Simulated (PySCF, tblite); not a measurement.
# C₂H₁₁FO₂Si₃: geometry, infrared bands and NMR shifts

Wanted: the infrared bands and NMR shifts of C₂H₁₁FO₂Si₃ (`C[Si@@H](O)[Si@@](C)(F)O[SiH3]`), by calculation.

The runs use tblite 0.8.0 and PySCF 2.14.0, with density-fitted response routines of our own; the level of theory stands in each step. All values are computed, except where a source is named. Atoms count from 0, in the outputs and in this text.

## 1. Starting geometry

19 atoms, charge 0, multiplicity 1; geometry from: force field or distance geometry start.

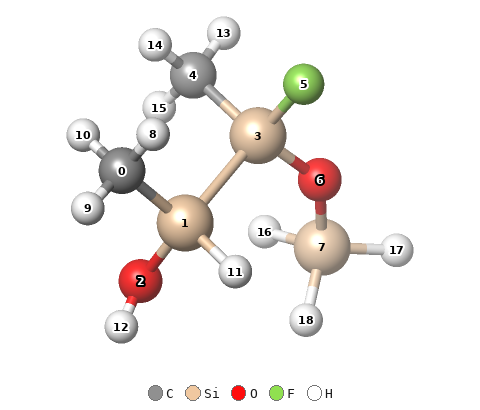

The starting geometry (carbon grey, silicon light orange, oxygen red, fluorine green, hydrogen white), atoms numbered.

## 2. Relaxing the molecule with GFN2-xTB

The job: settings as JSON, then the geometry in Å.

```
{"job": {"kind": "relax", "xc": "GFN2-xTB", "basis": "xTB"}, "charge": 0, "multiplicity": 1}
C     -2.804800    -0.229700     0.195100
Si    -1.107300    -0.856000     0.494600
O     -0.624100    -2.009800    -0.609900
Si     0.385600     0.992400     0.461900
C      0.217600     1.814500    -1.167800
F     -0.066500     2.034500     1.597400
O      1.935300     0.499800     0.808000
Si     3.038200    -0.626500     0.304600
H     -3.105100     0.502300     0.954400
H     -3.546000    -1.044400     0.226700
H     -2.893800     0.252200    -0.785800
H     -1.058100    -1.528700     1.832100
H     -1.012400    -2.893900    -0.486800
H      0.881900     2.686900    -1.242300
H     -0.808700     2.172100    -1.341800
H      0.479700     1.141200    -1.982200
H      3.160900    -0.551200    -1.171800
H      4.347900    -0.365900     0.923900
H      2.569700    -1.980600     0.700100
```

Launch:

```bash
OMP_NUM_THREADS=1 python probes_run.py task.json out
```

One launch serves the whole session: the jobs run in the order shown.

The log of the run:

```text
step      E/eV     max force
  0    -765.75442    2.523
  1    -765.94543    1.010
  2    -765.98876    0.513
  3    -766.01621    0.526
  4    -766.03620    0.539
  5    -766.06320    0.382
  6    -766.08432    0.443
  7    -766.10849    0.391
  8    -766.12671    0.264
  9    -766.13925    0.234
 10    -766.14613    0.158
 11    -766.15078    0.133
 12    -766.15592    0.165
 13    -766.16185    0.178
 14    -766.16693    0.167
 15    -766.17015    0.129
 16    -766.17231    0.112
 17    -766.17526    0.155
 18    -766.17966    0.177
 19    -766.18409    0.165
 20    -766.18694    0.114
 21    -766.18869    0.091
 22    -766.19016    0.098
 23    -766.19174    0.092
 24    -766.19305    0.085
 25    -766.19390    0.055
 26    -766.19450    0.074
 27    -766.19522    0.082
 28    -766.19616    0.071
 29    -766.19731    0.094
 30    -766.19867    0.096
 31    -766.20016    0.088
 32    -766.20163    0.087
 33    -766.20300    0.084
 34    -766.20444    0.090
 35    -766.20605    0.099
 36    -766.20751    0.082
 37    -766.20859    0.061
 38    -766.20938    0.048
 39    -766.21003    0.048
 40    -766.21061    0.058
 41    -766.21110    0.044
 42    -766.21143    0.036
 43    -766.21161    0.024
 44    -766.21171    0.022
 45    -766.21179    0.021
 46    -766.21189    0.027
 47    -766.21206    0.042
 48    -766.21230    0.048
 49    -766.21253    0.034
 50    -766.21265    0.022
 51    -766.21272    0.021
 52    -766.21282    0.028
 53    -766.21300    0.044
 54    -766.21328    0.049
 55    -766.21358    0.045
 56    -766.21379    0.031
 57    -766.21394    0.027
 58    -766.21413    0.043
 59    -766.21438    0.047
 60    -766.21460    0.032
 61    -766.21472    0.025
 62    -766.21480    0.024
 63    -766.21488    0.024
 64    -766.21497    0.021
 65    -766.21504    0.017
 66    -766.21507    0.011
 67    -766.21510    0.013
 68    -766.21514    0.015
 69    -766.21519    0.013
 70    -766.21523    0.010
```

Wall time 1.2 s (1 thread of Arm Neoverse N1, shared host); peak memory 0.18 GiB.

The steps of the relaxation: (not every step is listed)

```tsv
step	energy from step 0 (eV)	largest force (eV/Å)
0	0.0000	2.5234
1	-0.1910	1.0100
2	-0.2343	0.5132
3	-0.2618	0.5258
4	-0.2818	0.5391
5	-0.3088	0.3816
6	-0.3299	0.4432
7	-0.3541	0.3911
8	-0.3723	0.2639
13	-0.4074	0.1777
18	-0.4252	0.1769
23	-0.4373	0.0917
28	-0.4417	0.0714
33	-0.4486	0.0844
38	-0.4550	0.0479
43	-0.4572	0.0240
48	-0.4579	0.0484
53	-0.4586	0.0443
58	-0.4597	0.0432
63	-0.4605	0.0238
65	-0.4606	0.0165
66	-0.4606	0.0110
67	-0.4607	0.0128
68	-0.4607	0.0146
69	-0.4608	0.0126
70	-0.4608	0.0099
```

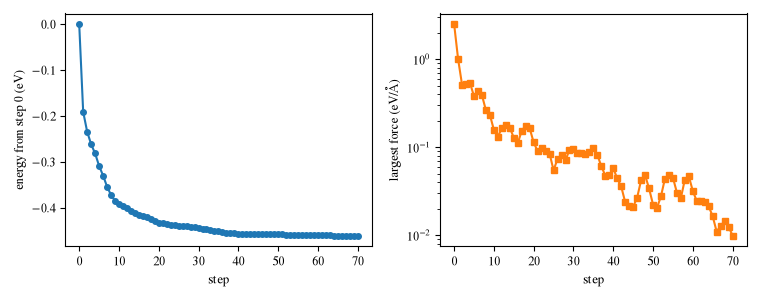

Energy and force, step by step.

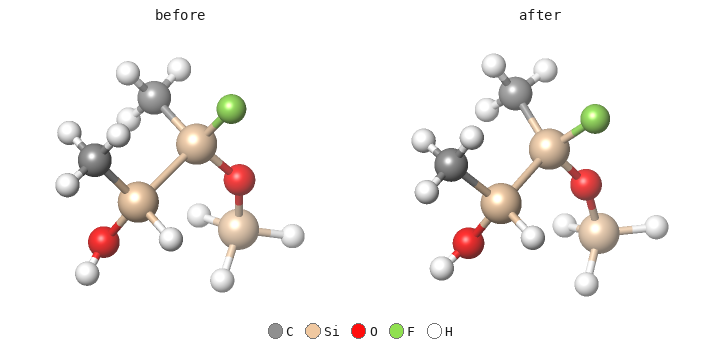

Before and after, at one scale.

Distances of close pairs at the start and the end, largest changes first:

```tsv
bond	before (Å)	after (Å)	change (Å)
Si1–Si3	2.376	2.285	-0.091
C0–Si1	1.834	1.907	+0.073
Si3–C4	1.833	1.900	+0.067
Si3–O6	1.663	1.621	-0.041
O6–Si7	1.655	1.619	-0.036
Si1–O2	1.669	1.636	-0.033
Si7–H18	1.486	1.462	-0.024
Si7–H16	1.483	1.464	-0.019
```

The next job starts from the end point, and lists it.

## 3. Infrared spectrum with GFN2-xTB

The job: settings as JSON, then the geometry in Å.

```
{"job": {"kind": "ir", "xc": "GFN2-xTB", "basis": "xTB"}, "charge": 0, "multiplicity": 1}
C     -2.948921    -0.338698     0.247432
Si    -1.148093    -0.840478     0.624883
O     -0.646429    -1.974821    -0.441214
Si     0.349238     0.856403     0.307083
C      0.287902     1.959395    -1.238808
F      0.206761     1.870952     1.568065
O      1.871499     0.327412     0.482994
Si     3.120576    -0.681868     0.278058
H     -3.300532     0.427156     0.930809
H     -3.625022    -1.185467     0.334959
H     -3.050971     0.053218    -0.761673
H     -1.172411    -1.453026     1.970635
H     -1.135925    -2.777053    -0.605976
H      1.033099     2.748668    -1.172106
H     -0.683330     2.432835    -1.349973
H      0.486182     1.393420    -2.144227
H      3.446879    -0.700888    -1.148919
H      4.191305    -0.102785     1.084993
H      2.708391    -2.005126     0.743404
```

The log of the run:

```text
mode    cm-1     km/mol
  1       7.4      0.11
  2      17.3      0.13
  3      38.9      0.41
  4      47.6      1.19
  5      90.3      0.11
  6      96.4      0.64
  7     104.7      0.37
  8     136.0      0.10
  9     161.2      0.78
 10     173.2      0.71
 11     194.9     13.60
 12     213.2      6.43
 13     239.8     53.36
 14     250.6     13.18
 15     307.0    111.28
 16     432.4      4.43
 17     587.2     19.66
 18     603.6     73.97
 19     619.4    169.99
 20     640.5     86.40
 21     671.7     88.73
 22     717.8     48.55
 23     739.6     65.13
 24     762.8     79.00
 25     766.2     65.38
 26     774.1    213.65
 27     779.9    217.23
 28     804.5    518.42
 29     809.8     27.80
 30     817.6    258.91
 31     830.0     84.48
 32     841.9    181.68
 33     880.7    198.03
 34    1091.8    750.15
 35    1368.3     17.36
 36    1378.0     12.04
 37    1476.1      1.83
 38    1480.6      0.83
 39    1492.8      0.32
 40    1496.4      0.50
 41    2114.9    328.56
 42    2240.6    375.85
 43    2261.7    329.50
 44    2280.4    158.94
 45    3023.3     45.92
 46    3024.8     13.04
 47    3027.4     25.17
 48    3040.4     29.74
 49    3043.1      9.39
 50    3055.4     19.37
 51    3645.2      5.14
```

Wall time 1.7 s (1 thread of Arm Neoverse N1, shared host); peak memory 0.18 GiB.

The strongest bands and the atoms that carry them (share of the mass-weighted mode):

```tsv
cm⁻¹	km/mol	atoms
774	213.7	Si3 27 %, C4 18 %, F5 14 %, H17 13 %
780	217.2	H16 44 %, H18 36 %
804	518.4	H13 18 %, H14 14 %, H16 12 %, H17 12 %
818	258.9	H15 21 %, Si3 12 %
1092	750.1	O6 78 %, Si3 11 %
2115	328.6	H11 97 %
2241	375.9	H16 83 %, H18 12 %
2262	329.5	H18 72 %, H17 17 %
```

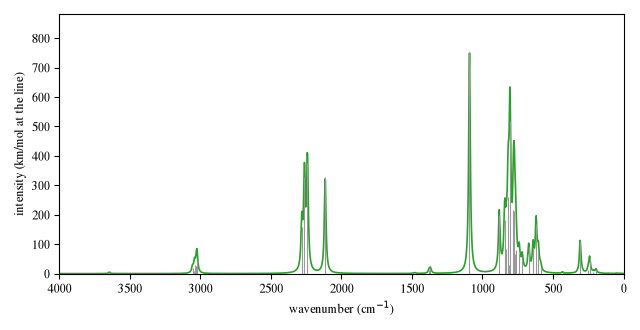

The infrared spectrum from these modes, unscaled. Lines are broadened to a width of 14 cm⁻¹ (Lorentzian).

## 4. Nuclear shieldings: PBE0/pcSseg-1

Settings changed since step 3:

```diff
@@ -1,2 +1,2 @@
-{"job": {"kind": "ir", "xc": "GFN2-xTB", "basis": "xTB"}, "charge": 0, "multiplicity": 1}
+{"job": {"kind": "nmr", "xc": "PBE0", "basis": "pcSseg-1"}, "charge": 0, "multiplicity": 1}
 C     -2.948921    -0.338698     0.247432
```

With the program's defaults for keys left out, this is: GIAO PBE0/pcSseg-1 NMR shielding, non-relativistic, gas phase.

The log of the run:

```text
coarse grid: 17128 points
cycle   1  E = -1200.6977480749  dE =  6.965e-01  |g| = 1.177e+00  |ddm| = 3.895e+00
cycle   2  E = -1200.3591567426  dE =  3.386e-01  |g| = 1.803e+00  |ddm| = 2.361e+00
cycle   3  E = -1200.9396587705  dE = -5.805e-01  |g| = 1.610e-01  |ddm| = 1.672e+00
cycle   4  E = -1200.9444952809  dE = -4.837e-03  |g| = 6.448e-02  |ddm| = 1.720e-01
cycle   5  E = -1200.9453045780  dE = -8.093e-04  |g| = 1.554e-02  |ddm| = 5.344e-02
cycle   6  E = -1200.9453409977  dE = -3.642e-05  |g| = 5.071e-03  |ddm| = 1.369e-02
cycle   7  E = -1200.9453459437  dE = -4.946e-06  |g| = 7.393e-04  |ddm| = 4.379e-03
final grid: 151312 points
cycle   8  E = -1201.0155938874  dE = -2.316e-05  |g| = 1.083e-02  |ddm| = 1.925e-02
cycle   9  E = -1201.0155673354  dE =  2.655e-05  |g| = 1.593e-02  |ddm| = 1.921e-02
cycle  10  E = -1201.0156171282  dE = -4.979e-05  |g| = 1.287e-03  |ddm| = 1.218e-02
cycle  11  E = -1201.0156174515  dE = -3.234e-07  |g| = 2.300e-04  |ddm| = 1.093e-03
cycle  12  E = -1201.0156174624  dE = -1.089e-08  |g| = 7.442e-05  |ddm| = 2.531e-04
cycle  13  E = -1201.0156174632  dE = -7.476e-10  |g| = 3.049e-05  |ddm| = 7.375e-05
converged SCF energy = -1201.0156174632

GIAO shielding tensors (ppm)
atom      isotropic    diamagn.    paramagn.     s11        s22        s33       span
  0 C      185.564     255.341     -69.777    170.959    191.042    194.690     23.732
  1 Si     364.937     881.613    -516.677    307.933    355.859    431.018    123.085
  2 O      321.762     391.832     -70.070    284.750    328.727    351.809     67.059
  3 Si     347.126     879.786    -532.660    322.079    327.286    392.013     69.934
  4 C      183.800     257.999     -74.200    176.632    178.170    196.597     19.965
  5 F      322.676     470.783    -148.107    247.295    340.650    380.082    132.787
  6 O      280.288     401.904    -121.617    225.182    272.960    342.721    117.539
  7 Si     393.167     880.163    -486.996    356.917    363.084    459.501    102.584
  8 H       31.803      30.869       0.934     27.388     29.265     38.756     11.368
  9 H       31.247      29.106       2.141     27.198     28.391     38.153     10.954
 10 H       31.399      32.669      -1.271     27.254     29.953     36.989      9.735
 11 H       26.197      30.553      -4.356     23.561     24.549     30.481      6.921
 12 H       30.964      32.226      -1.261     22.562     25.628     44.704     22.142
 13 H       31.103      30.017       1.085     26.985     28.456     37.866     10.881
 14 H       31.544      32.115      -0.571     27.241     29.314     38.077     10.836
 15 H       31.437      33.497      -2.061     27.939     29.129     37.242      9.303
 16 H       26.544      29.816      -3.273     22.984     25.174     31.473      8.489
 17 H       26.526      28.342      -1.815     22.828     24.687     32.064      9.235
 18 H       26.386      30.024      -3.639     22.561     25.733     30.864      8.303
```

It took 89 s on 1 thread of Arm Neoverse N1, shared host; peak memory 1 GiB.

Shifts follow as δ = σ(reference) − σ, with reference shieldings (ppm) from runs at the same level and on the same kind of geometry: 1H TMS 31.72, 13C TMS 186.9, 29Si TMS 349.2, 19F CFCl3 170.9, 17O H2O 336.1. The references are single molecules in the gas phase, so shifts against H2O, NH3, PH3, H3PO4 or CFCl3 are not on the usual liquid scales and can be off by tens of ppm. Atoms listed in one row are averaged.

```tsv
atoms	environment	σ (ppm)	δ (ppm)	δ scaled to CDCl3
C4	methyl carbon bonded to Si	183.8	3.1	1.1
C0	methyl carbon bonded to Si	185.6	1.4	-0.6
H11	hydrogen on a silicon bonded to C, O, Si	26.20	5.52	–
H16, H17, H18	hydrogen on a silicon bonded to O	26.49	5.23	–
H12	hydrogen on an oxygen bonded to Si	30.96	0.75	–
H13, H14, H15	hydrogen on a methyl carbon bonded to Si	31.36	0.36	0.44
H8, H9, H10	hydrogen on a methyl carbon bonded to Si	31.48	0.23	0.33
Si3	silicon bonded to C, F, O, Si	347.1	2.0	–
Si1	silicon bonded to C, O, Si, H	364.9	-15.8	–
Si7	silicon bonded to O, 3 H	393.2	-44.0	–
O6	oxygen bonded to 2 Si	280.3	55.8	–
O2	oxygen bonded to Si, H	321.8	14.3	–
F5	fluorine bonded to Si	322.7	-151.7	–
```

The scaled column applies a straight-line fit of computed shieldings to shifts measured in CDCl3, and one for carbons that bear F (root-mean-square error 0.16 ppm for H, 1.9 ppm for C).

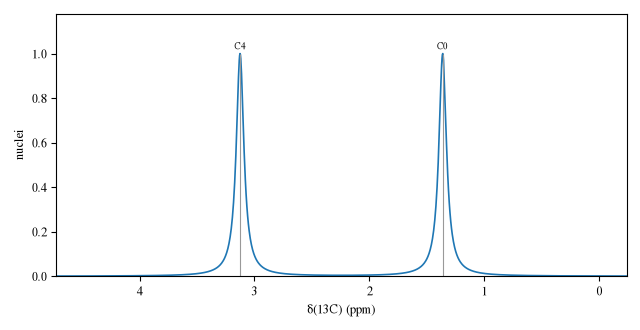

13C lines at the computed shifts, without couplings. Lines are broadened to a width of 0.08 ppm (Lorentzian).

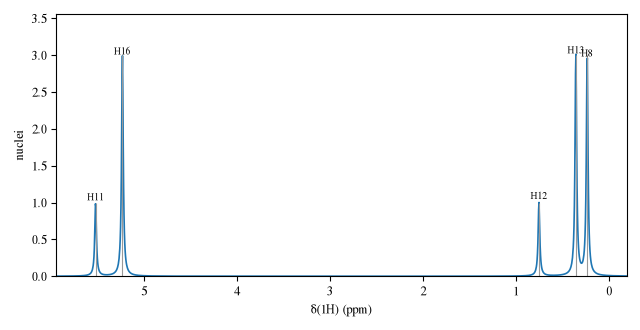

1H lines at the computed shifts, without couplings. Lines are broadened to a width of 0.02 ppm (Lorentzian).

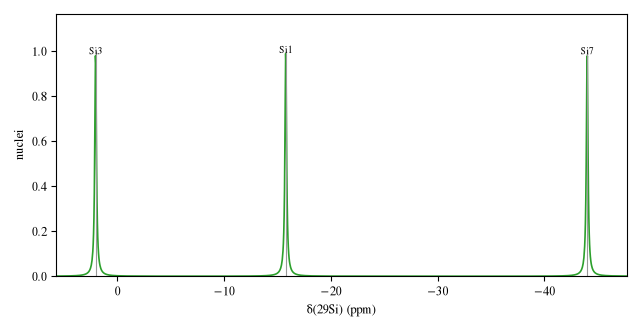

29Si lines at the computed shifts, without couplings. Lines are broadened to a width of 0.18 ppm (Lorentzian).

The run also stored atomic charges by several schemes (e):

```tsv
atoms	Mulliken	IAO	Hirshfeld	ESP fit
C0	-0.66	-0.74	-0.22	-0.60
Si1	0.63	0.83	0.34	0.57
O2	-0.57	-0.80	-0.31	-0.77
Si3	1.05	1.25	0.43	0.86
C4	-0.66	-0.75	-0.22	-0.54
F5	-0.43	-0.55	-0.22	-0.40
O6	-0.72	-0.88	-0.30	-0.49
Si7	0.73	0.89	0.39	0.56
```

Mulliken charges:

C0 -0.66; Si1 0.63; O2 -0.57; Si3 1.05; C4 -0.66; F5 -0.43; O6 -0.72; Si7 0.73; H8 0.14; H9 0.14; H10 0.14; H11 -0.10; H12 0.25; H13 0.15; H14 0.14; H15 0.14; H16 -0.13; H17 -0.12; H18 -0.12

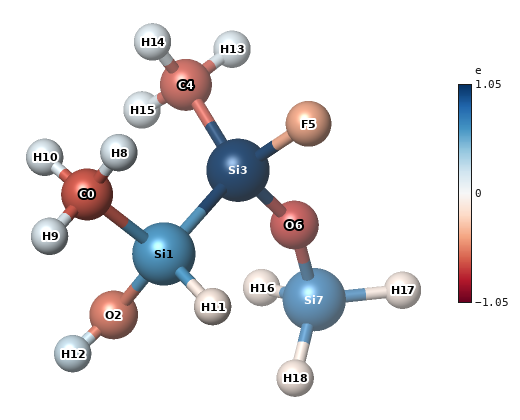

Mulliken charges, as colours on the atoms.

Mayer bond orders: C0–Si1 0.93, Si1–O2 1.00, Si1–Si3 0.90, Si3–C4 0.92, Si3–F5 0.92, Si3–O6 0.93, O6–Si7 0.93.

The fields below are evaluated on a grid from the run's orbitals.

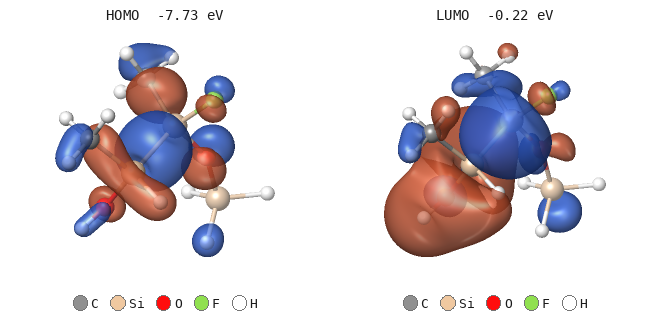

Frontier orbitals at PBE0/pcSseg-1; each surface holds 70 % of the orbital's density, blue and red mark the sign.

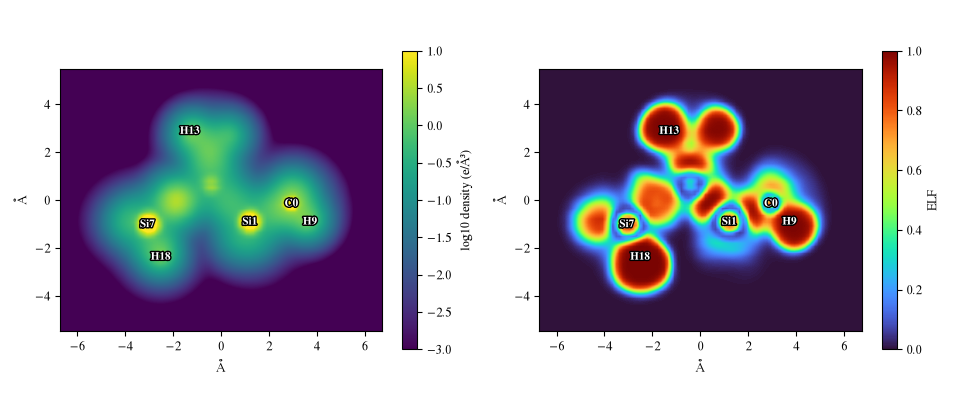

Density (left) and ELF (right) in a plane through or near 6 of the atoms.

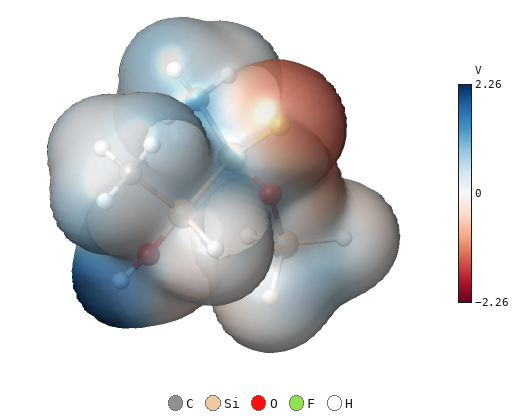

Electrostatic potential on the surface of density 0.002 e/bohr³; red is low, blue high. It runs from -1.36 V near F5 to 2.26 V near H12.

## 5. Results

```
                                                              quantity                             value
                             strongest single infrared mode (GFN2-xTB)             1092 cm⁻¹, 750 km/mol
                                          zero-point energy (GFN2-xTB)                     79.6 kcal/mol
                                13C shifts against TMS (PBE0/pcSseg-1)                      3.1, 1.4 ppm
1H shifts against TMS (PBE0/pcSseg-1, means over atoms taken as alike)  5.52, 5.23, 0.75, 0.36, 0.23 ppm
                               29Si shifts against TMS (PBE0/pcSseg-1)             2.0, -15.8, -44.0 ppm
                                17O shifts against H2O (PBE0/pcSseg-1)                    55.8, 14.3 ppm
                              19F shifts against CFCl3 (PBE0/pcSseg-1)                        -151.7 ppm
                                 surface potential, least and greatest                -1.36 V and 2.26 V
```

Relaxing lowered the energy by 0.461 eV in 70 steps; the close pair that moved most is Si1–Si3, from 2.376 to 2.285 Å. No mode is imaginary among the 51: a minimum at this level. The strongest single mode, at 1092 cm⁻¹, moves mainly O6. GFN2-xTB is a fitted tight-binding method: band positions and strengths are rough. Its intensities can rank the bands wrongly. At PBE0/pcSseg-1: Shielding is most anisotropic at F5 (span 133 ppm, paramagnetic term -148 ppm).
